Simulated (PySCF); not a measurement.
**C6H14N (SMILES [CH2]C[C@](C)(N)CC) (doublet): density, localisation and related maps**

```yaml
atoms:
  - { symbol: C, position_ang: [2.4275, 0.3441, 0.1299] }
  - { symbol: C, position_ang: [1.0439, 0.7938, -0.0094] }
  - { symbol: C, position_ang: [-0.0359, -0.3532, 0.1720] }
  - { symbol: C, position_ang: [0.1790, -1.0287, 1.5277] }
  - { symbol: N, position_ang: [0.0618, -1.3706, -0.8494] }
  - { symbol: C, position_ang: [-1.4499, 0.2549, 0.1449] }
  - { symbol: C, position_ang: [-1.8479, 0.9643, -1.1454] }
  - { symbol: H, position_ang: [2.9242, 0.3681, 1.0797] }
  - { symbol: H, position_ang: [2.9361, -0.1282, -0.6896] }
  - { symbol: H, position_ang: [0.8851, 1.2089, -1.0085] }
  - { symbol: H, position_ang: [0.8128, 1.5568, 0.7361] }
  - { symbol: H, position_ang: [-0.5401, -1.8345, 1.6510] }
  - { symbol: H, position_ang: [1.1815, -1.4460, 1.5857] }
  - { symbol: H, position_ang: [0.0531, -0.3137, 2.3361] }
  - { symbol: H, position_ang: [0.9492, -1.8554, -0.7847] }
  - { symbol: H, position_ang: [-0.0155, -0.9701, -1.7765] }
  - { symbol: H, position_ang: [-1.5377, 0.9572, 0.9763] }
  - { symbol: H, position_ang: [-2.1530, -0.5620, 0.3202] }
  - { symbol: H, position_ang: [-2.8726, 1.3200, -1.0604] }
  - { symbol: H, position_ang: [-1.2115, 1.8240, -1.3413] }
  - { symbol: H, position_ang: [-1.7989, 0.2874, -1.9948] }
```

Geometry: GFN2-xTB.

Level of theory: UKS B3LYP, pcH-1 on C H N, non-relativistic, mean-field spin-orbit, GIAO (PySCF).

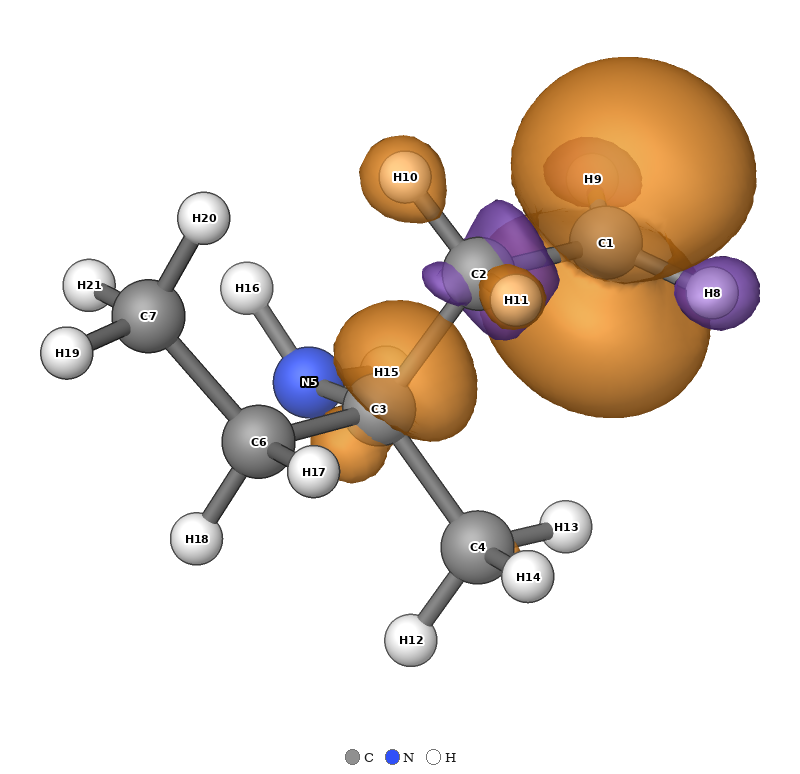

Figure 1. Isosurfaces of the spin density (α minus β) at +0.015 (orange) and −0.015 e/Å³ (purple), seen at a tilt.

Describe the spin distribution.

Answer. The unpaired spin (1 electron) lies mostly on C1 (about 0.7), in electrons by Hirshfeld's partition.

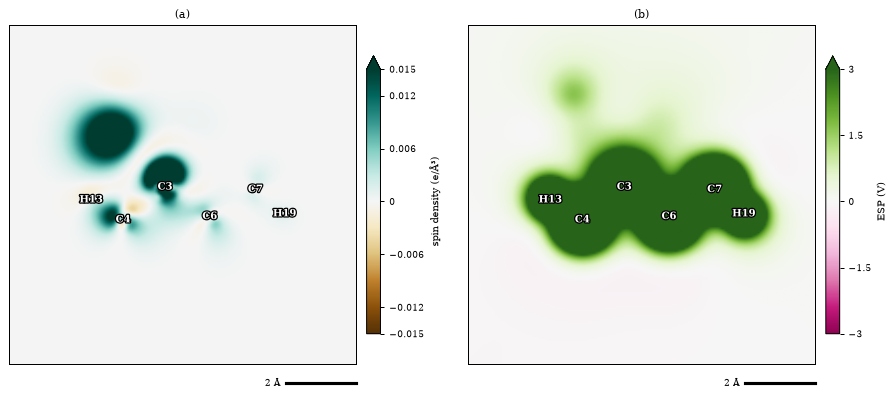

Figure 2. (a) spin density (α minus β); (b) molecular electrostatic potential on the plane of atoms C3, C4 and H13.

What does the map show?

Answer.
- The plane passes through C and H nuclei.
- The potential has no marked negative region in this plane.

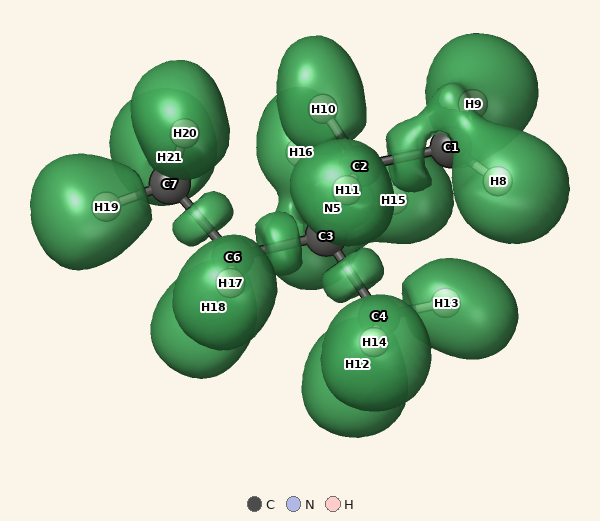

Figure 3. Isosurface of the electron localisation function at 0.75 (green), seen across its widest extent. Core shells and regions of very low density are left out.

Identify the bonds, lone pairs and shells in this picture.

Answer. The ELF exceeds this value in four regions between bonded C–C atoms (shared pairs), ten regions around hydrogen nuclei, one joined region spread over several atoms (C, H), in which their bonds and any lone pairs are merged and one joined region spread over several atoms (H, N), in which their bonds and any lone pairs are merged.


C–N (1.44 Å): the ELF peaks at about 0.95 between the atoms, as expected for a shared electron pair. C–C (1.46 Å): the ELF peaks at about 0.95 between the atoms; a covalent bond.
